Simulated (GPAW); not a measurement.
## B K-edge XANES of YCo3B2 (P6/mmm)

What does one-electron theory with a core hole give for the B K edge of YCo3B2 (P6/mmm)?

Calculated with GPAW 26.7.0; X-ray absorption from dipole matrix elements to empty bands, plane-wave PAW LDA.

### Step 1. Starting point

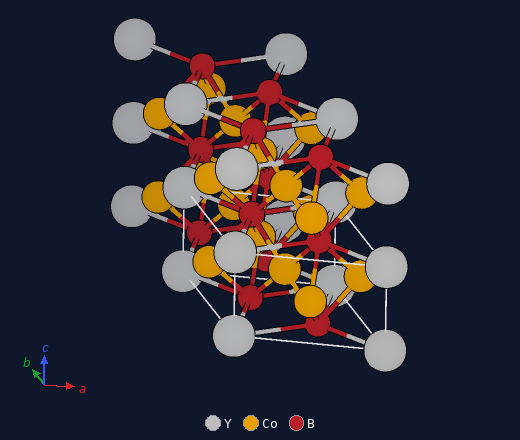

The cell as given, slightly off an axis (yttrium light grey, cobalt orange, boron red). 1×2×2 cells are drawn. Some periodic images of atoms are drawn too.

As a file:

```cif
data_structure
_symmetry_space_group_name_H-M 'P6/mmm'
_symmetry_Int_Tables_number 191
_cell_length_a 5.0330
_cell_length_b 5.0330
_cell_length_c 3.0380
_cell_angle_alpha 90.000
_cell_angle_beta 90.000
_cell_angle_gamma 120.000
_cell_volume 66.65
loop_
_atom_site_label
_atom_site_type_symbol
_atom_site_symmetry_multiplicity
_atom_site_Wyckoff_symbol
_atom_site_fract_x
_atom_site_fract_y
_atom_site_fract_z
_atom_site_occupancy
Y1 Y 1 a 0.00000 0.00000 0.00000 1
Co1 Co 3 g 0.00000 0.50000 0.50000 1
B1 B 2 c 0.66667 0.33333 0.00000 1
```

### Step 2. The field without a hole

A plain self-consistent run shows whether there is a gap and which moments survive; both decide the set-up of the core-hole run.

The input, scf.py:

```python
import numpy as np
from ase import Atoms
from ase.parallel import parprint, paropen
from gpaw import GPAW, PW, FermiDirac, Mixer, MixerDif, setup_paths
from gpaw.test import gen
setup_paths.insert(0, '.')
gen('B', name='nch1s', xcname='LDA', corehole=(1, 0, 0), write_xml=True)
from gpaw.mpi import world
world.barrier()

atoms = Atoms('YCo3B2',
    cell=[[5.033, 0, 0],
     [-2.5165, 4.35870586, 0],
     [0, 0, 3.038]],
    scaled_positions=[[0, 0, 0],
     [0, 0.5, 0.5],
     [0.5, 0.5, 0.5],
     [0.5, 0, 0.5],
     [0.66666667, 0.33333333, 0],
     [0.33333333, 0.66666667, 0]],
    magmoms=[0.0, 3.0, 3.0, 3.0, 0.0, 0.0],
    pbc=True)
atoms.calc = calc = GPAW(legacy_gpaw=True, mode=PW(430), xc='LDA', setups={4: 'nch1s'},
    kpts={'size': (6, 6, 8), 'gamma': True}, occupations=FermiDirac(0.05),
    charge=0, mixer=MixerDif(0.05, 8, 50), maxiter=150,
    convergence={'density': 0.0001}, txt='scf.txt')
energy = atoms.get_potential_energy() + calc.get_reference_energy()
ef = calc.get_fermi_level()
out = dict(energy=energy, fermi=ef, forces=atoms.get_forces().tolist(), magmoms=atoms.get_magnetic_moments().tolist())
parprint(f'all-electron energy {energy:.4f} eV, Fermi level {ef:.4f} eV')
ev = np.array([[calc.get_eigenvalues(k, s) for k in range(len(calc.get_ibz_k_points()))] for s in range(calc.get_number_of_spins())])
out['homo'], out['lumo'], out['counts'] = ev[ev < ef].max(), ev[ev > ef].min(), sorted(set((ev < ef).sum((0, 2)).tolist()))
out['filled'] = (ev[:, 0] < ef).sum(1).tolist()
import json
with paropen('out.json', 'w') as f:
    json.dump(out, f)
```

Command:

```console
OMP_NUM_THREADS=1 mpirun -n 4 gpaw python scf.py
```

Numbers of over 12 decimals in the logs are rounded to 6 here.

Output:

```text
Input parameters:
  convergence: {density: 0.0001}
  kpts: {gamma: True,
         size: (6, 6, 8)}
  maxiter: 150
  mixer: {backend: pulay,
          beta: 0.05,
          method: difference,
          nmaxold: 8,
          weight: 50}
  mode: {ecut: 430.0,
         name: pw}
  occupations: {fixmagmom: False,
                name: fermi-dirac,
                width: 0.05}
  setups: {4: nch1s}

Initialize ...

[... PAW data sets ...]

Reference energy: -206827.915106  # eV

Spin-polarized calculation.
Initial magnetic moment: 9.000000

[... convergence settings ...]
Symmetries present (total): 4
  [... symmetry matrices ...]

288 k-points: 6 x 6 x 8 Monkhorst-Pack grid + [1/12,1/12,1/16]
65 k-points in the irreducible part of the Brillouin zone
       k-points in crystal coordinates                weights
   0:     0.00000000    0.00000000    0.00000000          1/288
   1:     0.00000000    0.00000000    0.12500000          2/288
   2:     0.00000000    0.00000000    0.25000000          2/288
   3:     0.00000000    0.00000000    0.37500000          2/288
   4:     0.00000000    0.00000000    0.50000000          1/288
   5:     0.00000000    0.16666667    0.00000000          2/288
   6:     0.00000000    0.16666667    0.12500000          4/288
   7:     0.00000000    0.16666667    0.25000000          4/288
   8:     0.00000000    0.16666667    0.37500000          4/288
   9:     0.00000000    0.16666667    0.50000000          2/288
          ...
  64:     0.50000000    0.50000000    0.50000000          2/288

Wave functions: Plane wave expansion
  Cutoff energy: 430.000 eV
  Number of coefficients (min, max): 1336, 1378
  Pulay-stress correction: 0.000000 eV/Ang^3 (de/decut=0.000000)
  Using FFTW library
  Wavefunction extrapolation:
    Improved wavefunction reuse through dual PAW basis

Occupation numbers: Fermi-Dirac:
  width: 0.0500  # eV

Eigensolver
   Davidson(niter=2)

Densities:
  Coarse grid: 25*25*15 grid
  Fine grid: 50*50*30 grid
  Total Charge: 0.000000

Density mixing:
  Method: difference
  Backend: pulay
  Linear mixing parameter: 0.05
  old densities: 8
  Width of damping distribution: 1.1
  Damping of long wavelength oscillations: 50

[... Hamiltonian set-up ...]
Number of atoms: 6
Number of atomic orbitals: 48
Number of bands in calculation: 36
Number of valence electrons: 44
Bands to converge: occupied

... initialized

Initializing position-dependent things.

Density initialized from atomic densities
Creating initial wave functions:
  36 bands from LCAO basis set

        Co    Co
                Co
            B    B
          Y

Atomic positions and initial magnetic moments

Positions:
   0 Y      0.000000    0.000000    0.000000    ( 0.0000,  0.0000,  0.0000)
   1 Co    -1.258250    2.179353    1.519000    ( 0.0000,  0.0000,  3.0000)
   2 Co     1.258250    2.179353    1.519000    ( 0.0000,  0.0000,  3.0000)
   3 Co     2.516500    0.000000    1.519000    ( 0.0000,  0.0000,  3.0000)
   4 B      2.516500    1.452902    0.000000    ( 0.0000,  0.0000,  0.0000)
   5 B     -0.000000    2.905804    0.000000    ( 0.0000,  0.0000,  0.0000)

Unit cell:
           periodic     x           y           z      points  spacing
  1. axis:    yes    5.033000    0.000000    0.000000    25     0.1743
  2. axis:    yes   -2.516500    4.358706    0.000000    25     0.1743
  3. axis:    yes    0.000000    0.000000    3.038000    15     0.2025

  Lengths:   5.033000   5.033000   3.038000
  Angles:   90.000000  90.000000 120.000000

Effective grid spacing dv^(1/3) = 0.1923

iter:   1   -49.171380                   +9.0220
iter:   2   -50.757526   -0.65  -1.32    +5.2855
iter:   3   -51.461406   -1.40  -1.36    +0.8752
iter:   4   -51.064887   -1.58  -1.45    +1.1526
iter:   5   -51.107486   -2.38  -1.66    +0.8770
iter:   6   -51.121498   -2.26  -1.70    +0.4635
iter:   7   -51.166525   -2.21  -1.84    +0.0029
iter:   8   -51.160361   -2.61  -2.12    +0.0073
iter:   9   -51.180844c  -3.17  -2.18    +0.0078
iter:  10   -51.134945   -2.95  -2.05    +0.0060
iter:  11   -51.134767   -3.58  -2.74    +0.0039
iter:  12   -51.134363c  -4.87  -3.25    +0.0010
iter:  13   -51.134236c  -4.88  -3.27    +0.0002
iter:  14   -51.134210c  -5.76  -3.96    -0.0001
iter:  15   -51.134210c  -6.53  -4.00    -0.0001
iter:  16   -51.134205c  -6.91  -4.02c   -0.0001
iter:  17   -51.134209c  -6.69  -4.21c   -0.0001
iter:  18   -51.134210c  -7.42c -4.60c   -0.0000

Converged after 18 iterations.

Dipole moment: (-0.000000, 0.000000, 0.000000) |e|*Ang

Total magnetic moment: (0.000000, 0.000000, -0.000021)
Local magnetic moments:
   0 Y  ( 0.000000,  0.000000,  0.000002)
   1 Co ( 0.000000,  0.000000, -0.000011)
   2 Co ( 0.000000,  0.000000, -0.000011)
   3 Co ( 0.000000,  0.000000, -0.000011)
   4 B  ( 0.000000,  0.000000,  0.000001)
   5 B  ( 0.000000,  0.000000,  0.000001)

Energy contributions relative to reference atoms: (reference = -206827.915106)

Kinetic:        +27.899957
Potential:      -23.040567
External:        +0.000000
XC:             -56.473302
Entropy (-ST):   -0.027457
Local:           +0.493431
SIC:             +0.000000
--------------------------
Free energy:    -51.147938
Extrapolated:   -51.134210

Spin contamination: 0.000011 electrons
Showing only first 2 kpts
                      Up                     Down
 Kpt  Band  Eigenvalues  Occupancy  Eigenvalues  Occupancy
  0    20      9.54330    0.99989      9.54330    0.99989
  0    21      9.72281    0.99605      9.72280    0.99605
  0    22     10.52262    0.00003     10.52261    0.00003
  0    23     11.32138    0.00000     11.32138    0.00000

  1    20      9.98512    0.57057      9.98512    0.57058
  1    21      9.98518    0.57027      9.98518    0.57027
  1    22     10.52274    0.00003     10.52273    0.00003
  1    23     10.73977    0.00000     10.73977    0.00000

Fermi level: 9.99933

No gap
No difference between direct/indirect transitions

Forces in eV/Ang:
  0 Y     0.00000    0.00000    0.00000
  1 Co   -0.00000   -0.00000    0.00000
  2 Co    0.00000   -0.00000    0.00000
  3 Co    0.00000    0.00000    0.00000
  4 B     0.00000   -0.00004    0.00000
  5 B     0.00000    0.00004    0.00000
Scalar-relativistic atomic LDA calculation for B (Boron, Z=5)
Core hole in 1s state (1s occupation: 2.0)
300 radial gridpoints.
|------------------------------------------------|
|------------------------------------------------|
[... the atom generator's iteration count ...]

Energy contributions:
-------------------------
Kinetic:      +24.180604
XC:            -3.523894
Potential:    -45.007336
-------------------------
Total:        -24.350626

state      eigenvalue         ekin         rmax
-----------------------------------------------
1s^2.0 :    -6.565858    10.670813        0.212
2s^2.0 :    -0.344821     1.048488        1.518
2p^1.0 :    -0.136481     0.742001        1.561
-----------------------------------------------
(units: Bohr and Hartree)

Generating PAW setup
Kinetic energy of the core from tauc = 21.348427
Cutoffs:
rc(s)=1.200
rc(p)=1.200
rc(d)=1.200
rc(vbar)=1.080
rc(comp)=1.200
rc(nct)=1.200

Kinetic energy of the core states: 21.341627
Charge: 0.0
Core electrons: 2.0
Valence electrons: 3.0
Pseudo-core charge: 0.117059
Shape function alpha=6.944
Pseudo-electron charge 3.110279
state    eigenvalue         norm
--------------------------------
2s(2) :    -0.344821     1.005361
*s    :     0.655179
2p(1) :    -0.136481     0.982498
*p    :     0.863519
*d    :     0.000000
--------------------------------

Diagonalizing with gridspacing h=0.050

state   all-electron     PAW
-------------------------------
2s:      -0.344821    -0.345234
2p:      -0.136481    -0.136840
*d:                    0.041809
*f:                    0.072211
-------------------------------
all-electron energy -206879.0493 eV, Fermi level 9.9993 eV
```

Elapsed: 41 s, on 4 MPI ranks of Intel Xeon Platinum 8559C (Emerald Rapids), shared host; peak memory 0.28 GiB; 2.7 min of CPU time.

The mesh shows no gap, so the system is treated as a metal and the core electron is put at the Fermi level (neutral cell).

### Step 3. Spectrum without a core hole, B atom 5

This cheap baseline ignores the attraction of the hole: it shows the absorber's empty states as they are in the ground state. The data set with a hole of occupation 0 only carries the core orbital.

The absorber has 6 Co at 2.10 Å (distorted trigonal prismatic, site symmetry -6m2).

The input, xas.py:

```python
import numpy as np
from ase import Atoms
from ase.parallel import parprint, paropen
from gpaw import GPAW, PW, FermiDirac, Mixer, MixerDif, setup_paths
from gpaw.test import gen
setup_paths.insert(0, '.')
gen('B', name='nch1s', xcname='LDA', corehole=(1, 0, 0), write_xml=True)
from gpaw.mpi import world
world.barrier()

atoms = Atoms('YCo3B2',
    cell=[[5.033, 0, 0],
     [-2.5165, 4.35870586, 0],
     [0, 0, 3.038]],
    scaled_positions=[[0, 0, 0],
     [0, 0.5, 0.5],
     [0.5, 0.5, 0.5],
     [0.5, 0, 0.5],
     [0.66666667, 0.33333333, 0],
     [0.33333333, 0.66666667, 0]],
    magmoms=[0.0, 3.0, 3.0, 3.0, 0.0, 0.0],
    pbc=True)
atoms.calc = calc = GPAW(legacy_gpaw=True, mode=PW(430), xc='LDA', setups={4: 'nch1s'},
    kpts={'size': (8, 8, 11), 'gamma': True}, occupations=FermiDirac(0.1),
    charge=0, mixer=MixerDif(0.05, 8, 50), maxiter=150,
    convergence={'density': 0.0001}, txt='scf.txt')
energy = atoms.get_potential_energy() + calc.get_reference_energy()
ef = calc.get_fermi_level()
out = dict(energy=energy, fermi=ef, forces=atoms.get_forces().tolist(), magmoms=atoms.get_magnetic_moments().tolist())
parprint(f'all-electron energy {energy:.4f} eV, Fermi level {ef:.4f} eV')
ev = np.array([[calc.get_eigenvalues(k, s) for k in range(len(calc.get_ibz_k_points()))] for s in range(calc.get_number_of_spins())])
out['homo'], out['lumo'], out['counts'] = ev[ev < ef].max(), ev[ev > ef].min(), sorted(set((ev < ef).sum((0, 2)).tolist()))
out['filled'] = (ev[:, 0] < ef).sum(1).tolist()

from ase.units import Ha
from gpaw.xas import dipole_matrix_elements
nb = int(calc.get_number_of_electrons() / 2) + 63
top, nb = nb, nb + 8 + nb // 12
nscf = calc.fixed_density(kpts={'size': (5, 5, 7), 'gamma': True}, nbands=nb,
    convergence={'bands': top, 'eigenstates': 1e-5}, maxiter=60, txt='nscf.txt')
cell = atoms.cell.array
ops = [cell.T @ U.T @ np.linalg.inv(cell.T) for U in nscf.wfs.kd.symmetry.op_scc]
E = np.arange(-25, 34, 0.1)
fwhm = np.interp(E, [4, 25], [0.9, 3.5])
Y, X, zero, highest = 0, 0, 1e9, 1e9
for spin in range(nscf.get_number_of_spins()):
    wfs = nscf.wfs
    A = dipole_matrix_elements(wfs.setups[4])
    eps = np.zeros((wfs.kd.nibzkpts, nb))
    d = np.zeros((3, A.shape[1], wfs.kd.nibzkpts, nb), complex)
    for kpt in wfs.kpt_u:
        if kpt.s == spin and 4 in kpt.P_ani:
            eps[kpt.k] = kpt.eps_n * Ha
            d[:, :, kpt.k] = (kpt.weight * wfs.nspins / 2) ** 0.5 * np.inner(A, kpt.P_ani[4])
    world.sum(eps)
    world.sum(d)
    T = np.einsum('amkn,bmkn->abkn', d, d.conj()).real
    T = sum(np.einsum('ai,ijkn,bj->abkn', R, T, R) for R in ops) / len(ops)
    empty = eps > ef
    zero, highest = min(zero, eps[empty].min()), min(highest, eps[:, top - 1].min())
    lines = [(eps, T, empty)] if spin == 0 else lines + [(eps, T, empty)]
for eps, T, empty in lines:
    f = np.einsum('aakn->akn', T).reshape(3, -1)
    x = eps.ravel() - zero
    w = np.interp(x, E, fwhm) / 2.35482
    g = np.exp(-0.5 * ((E[:, None] - x) / w) ** 2) / (w * (2 * np.pi) ** 0.5)
    Y = Y + (f * empty.ravel()) @ g.T
    X = X + (f * ~empty.ravel()) @ g.T
out.update(E=E.round(2).tolist(), xas=Y.tolist(), xes=X.tolist(), zero=zero, valid=highest - zero, nk=len(eps), nb=nb)
for i in range(0, len(E), 10):
    parprint(f'{E[i]:7.2f}', *(f'{v:10.3e}' for v in Y[:, i]))
import json
with paropen('out.json', 'w') as f:
    json.dump(out, f)
```

Command:

```console
OMP_NUM_THREADS=1 mpirun -n 4 gpaw python xas.py
```

Output:

```text
Input parameters:
  convergence: {density: 0.0001}
  kpts: {gamma: True,
         size: (8, 8, 11)}
  maxiter: 150
  mixer: {backend: pulay,
          beta: 0.05,
          method: difference,
          nmaxold: 8,
          weight: 50}
  mode: {ecut: 430.0,
         name: pw}
  occupations: {fixmagmom: False,
                name: fermi-dirac,
                width: 0.1}
  setups: {4: nch1s}

Initialize ...

[...]
2s:      -0.344821    -0.345234
2p:      -0.136481    -0.136840
*d:                    0.041809
*f:                    0.072211
-------------------------------
all-electron energy -206879.0413 eV, Fermi level 10.0077 eV
 -25.00 4.433e-251 4.433e-251 2.455e-251
 -24.00 2.598e-241 2.598e-241 1.403e-241
 -23.00 9.680e-232 9.679e-232 5.113e-232
 -22.00 2.293e-222 2.293e-222 1.188e-222
[...]
32.00  4.771e-04  4.771e-04  4.549e-04
  33.00  4.466e-04  4.466e-04  4.808e-04
[key lines of the parts left out:]
Converged after 18 iterations.
Dipole moment: (-0.000000, 0.000000, -0.000000) |e|*Ang
Free energy:    -51.186214
Fermi level: 10.00767
```

Elapsed: 1.7 min, on 4 MPI ranks; peak memory 0.44 GiB; 7 min of CPU time.

The B K spectrum, B atom 5, no core hole (energy from the lowest empty level; intensity scaled to a mean of 1 over the first 20 eV; polarised curves are means over the symmetry-equivalent atoms):

```
E (eV)  isotropic  ε ⊥ c  ε ∥ c
  -2.0       0.00   0.00   0.00
  -0.5       0.07   0.07   0.05
   1.0       0.72   0.73   0.72
   2.5       0.69   0.54   1.00
   4.0       1.13   1.37   0.65
   5.5       1.53   1.49   1.62
   7.0       1.92   2.41   0.95
   8.5       0.67   0.91   0.19
  10.0       0.44   0.50   0.32
  11.5       0.70   0.57   0.97
  13.0       0.98   0.61   1.72
  14.5       0.92   0.72   1.33
  16.0       1.31   1.18   1.57
  17.5       1.16   1.10   1.27
  19.0       0.86   0.85   0.87
  20.5       0.95   1.04   0.77
  22.0       0.89   0.97   0.72
  23.5       0.75   0.77   0.71
  25.0       0.65   0.70   0.55
  26.5       0.58   0.64   0.44
  28.0       0.58   0.64   0.45
  29.5       0.59   0.65   0.47
  31.0       0.48   0.52   0.42
```

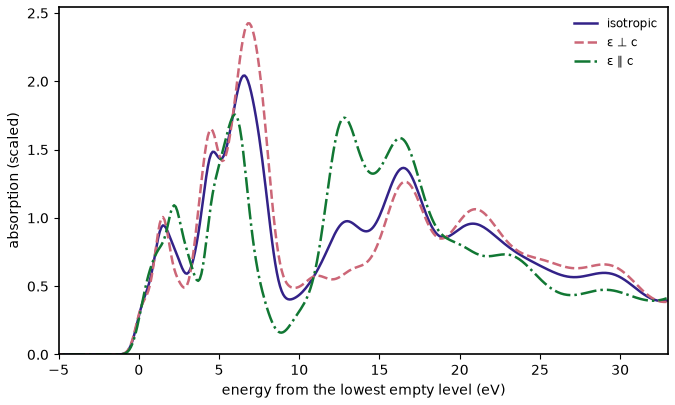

The B K edge, B atom 5, no core hole: main maxima at 4.6, 6.6 and 16.5 eV.

Main maxima below 24 eV (height): 1.5 eV (0.95), 4.6 eV (1.48), 6.6 eV (2.04), 13.0 eV (0.98), 16.5 eV (1.37) and 20.8 eV (0.96). A K edge sees empty p states on the absorber.

The same matrix elements for filled bands give the B K emission of B atom 5 (ground-state approximation; energy from the lowest empty level, largest value 1):

```
E (eV)  emission
 -24.0      0.00
 -22.5      0.00
 -21.0      0.00
 -19.5      0.00
 -18.0      0.00
 -16.5      0.00
 -15.0      0.00
 -13.5      0.00
 -12.0      0.00
 -10.5      0.00
  -9.0      0.02
  -7.5      0.05
  -6.0      0.12
  -4.5      0.68
  -3.0      1.00
  -1.5      0.21
   0.0      0.10
   1.5      0.00
   3.0      0.00
```

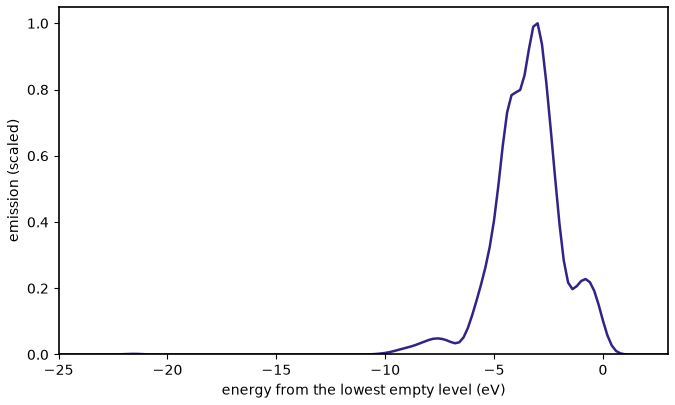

X-ray emission from the filled bands.

Emission maxima: -3.0 eV (1.00).

### Step 4. Reference energy of the supercell

The photon energy needs a difference of total energies, so the cell and mesh of the coming hole run are first run without a hole.

Edit scf.py of step 2 so:

```diff
@@ -10,16 +10,28 @@
 
-atoms = Atoms('YCo3B2',
-    cell=[[5.033, 0, 0],
-     [-2.5165, 4.35870586, 0],
-     [0, 0, 3.038]],
+atoms = Atoms('Y3Co9B6',
+    cell=[[2.5165, 4.35870586, -3.038],
+     [2.5165, -4.35870586, -3.038],
+     [-5.033, 0, -3.038]],
     scaled_positions=[[0, 0, 0],
-     [0, 0.5, 0.5],
-     [0.5, 0.5, 0.5],
-     [0.5, 0, 0.5],
+     [0.33333333, 0.33333333, 0.33333333],
+     [0.66666667, 0.66666667, 0.66666667],
+     [0, 0.5, 0],
+     [0.33333333, 0.83333333, 0.33333333],
+     [0.66666667, 0.16666667, 0.66666667],
+     [0.16666667, 0.66666667, 0.66666667],
+     [0.5, 0, 0],
+     [0.83333333, 0.33333333, 0.33333333],
+     [0, 0, 0.5],
+     [0.33333333, 0.33333333, 0.83333333],
+     [0.66666667, 0.66666667, 0.16666667],
+     [0.33333333, 0, 0.66666667],
      [0.66666667, 0.33333333, 0],
-     [0.33333333, 0.66666667, 0]],
-    magmoms=[0.0, 3.0, 3.0, 3.0, 0.0, 0.0],
+     [0, 0.66666667, 0.33333333],
+     [0.33333333, 0.66666667, 0],
+     [0.66666667, 0, 0.33333333],
+     [0, 0.33333333, 0.66666667]],
+    magmoms=[0.0, 0.0, 0.0, 3.0, 3.0, 3.0, 3.0, 3.0, 3.0, 3.0, 3.0, 3.0, 0.0, 0.0, 0.0, 0.0, 0.0, 0.0],
     pbc=True)
-atoms.calc = calc = GPAW(legacy_gpaw=True, mode=PW(430), xc='LDA', setups={4: 'nch1s'},
-    kpts={'size': (6, 6, 8), 'gamma': True}, occupations=FermiDirac(0.05),
+atoms.calc = calc = GPAW(legacy_gpaw=True, mode=PW(430), xc='LDA', setups={12: 'nch1s'},
+    kpts={'size': (3, 3, 3), 'gamma': True}, occupations=FermiDirac(0.1),
     charge=0, mixer=MixerDif(0.05, 8, 50), maxiter=150,
```

Command:

```console
OMP_NUM_THREADS=1 mpirun -n 4 gpaw python scf.py
```

Output:

```text
Input parameters:
  convergence: {density: 0.0001}
  kpts: {gamma: True,
         size: (3, 3, 3)}
  maxiter: 150
  mixer: {backend: pulay,
          beta: 0.05,
          method: difference,
          nmaxold: 8,
          weight: 50}
  mode: {ecut: 430.0,
         name: pw}
  occupations: {fixmagmom: False,
                name: fermi-dirac,
                width: 0.1}
  setups: {12: nch1s}

Initialize ...

[...]
2s(2) :    -0.344821     1.005361
*s    :     0.655179
2p(1) :    -0.136481     0.982498
*p    :     0.863519
*d    :     0.000000
--------------------------------

Diagonalizing with gridspacing h=0.050

state   all-electron     PAW
-------------------------------
2s:      -0.344821    -0.345234
2p:      -0.136481    -0.136840
*d:                    0.041809
*f:                    0.072211
-------------------------------
all-electron energy -620637.0827 eV, Fermi level 9.9898 eV
[key lines of the parts left out:]
Converged after 19 iterations.
Dipole moment: (0.000000, -0.000000, -0.000000) |e|*Ang
Free energy:   -153.541658
Fermi level: 9.98979
```

Run time: 2 min. Hardware: 4 MPI ranks; peak memory 0.49 GiB; 8 min of CPU time.

Reference energy: -620637.083 eV with the cores included.

(Part 1 of 3 ends here.)

[Banner, clock and machine lines of the logs are left out without a mark of their own.]

[Logs are printed without paths, hosts, clocks, repeated set-up lines and the standing remarks that a program may print on its own settings, such as how far it seeks lower states.]

[Hosts, paths, dates, database ids (printed as entryN), source tags and the programs' standing remarks are cut or masked in the printed files.]

[Lists of maxima count a maximum above −3 eV only where it reaches 4 % of the highest in the window and stands out from its surroundings by 2 % of it (1.5 % where it reaches 55 %); shoulders and weaker maxima are passed over, and of the rest the first, up to two pre-edge ones and the few strongest are named.]
